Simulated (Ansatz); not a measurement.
Calculation: PBE (plane waves to 420 eV, PAW; Ansatz, a program for electronic structure).

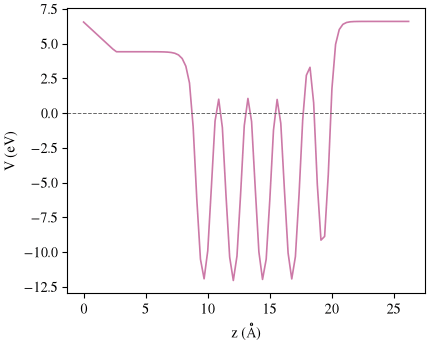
*Plane-averaged electrostatic potential energy along the normal, in eV from the Fermi level, for Cl on the 1x1 (111) surface of fcc Ag, one in a 1x1 cell, started at the site 'top Ag'*

Slab: 5 atoms, 7.1 Å thick at the start under the adsorbate (thin: gaps and levels are the slab's own); k 12x12x1, smearing 0.1 eV, dipole-corrected; 2 atoms held, the rest relaxed; start symmetry kept, larger cells not searched; no spin, no spin-orbit, no U, no dispersion correction. At the end it is bonded to Ag. In PBE this state lies 0.04 eV over the lowest of the starts that converged ('hollow Ag-Ag-Ag over Ag at depth 2.4 Å').

Problem. The surface cell has an area of 7.45 Å². What dipole along the normal does the step between the two vacuum levels imply?

Solution. the top vacuum level lies 2.18 eV above the bottom one; p = −ε₀ A ΔV (ε₀ = 0.005526 e/(V·Å)) gives -0.09 e·Å a cell.
